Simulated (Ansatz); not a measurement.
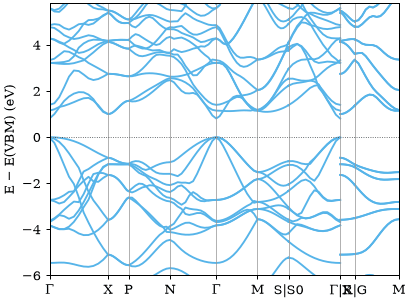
Fig. 1. Band structure from LDA in the plane-wave PAW code Ansatz

Task: Read off the gap and where the band edges lie.

Result: About 0.8 eV (0.81 eV by a search for the band edges); maximum at Γ, minimum at Γ.

Task: Which compound is it?
A. VBiO4, I4_1/a (V on 4b, Bi on 4a, O on 16f)
B. ZnSnP2, chalcopyrite
C. MgCdTe2, chalcopyrite
D. ZnSiP2, chalcopyrite

Result: B, ZnSnP2, chalcopyrite

Space group I-42d (chalcopyrite). The cell was relaxed with LDA under the symmetry of its start. Spin–orbit coupling is left out wherever it is not named.

Potentials: the later of the program's two PAW sets.
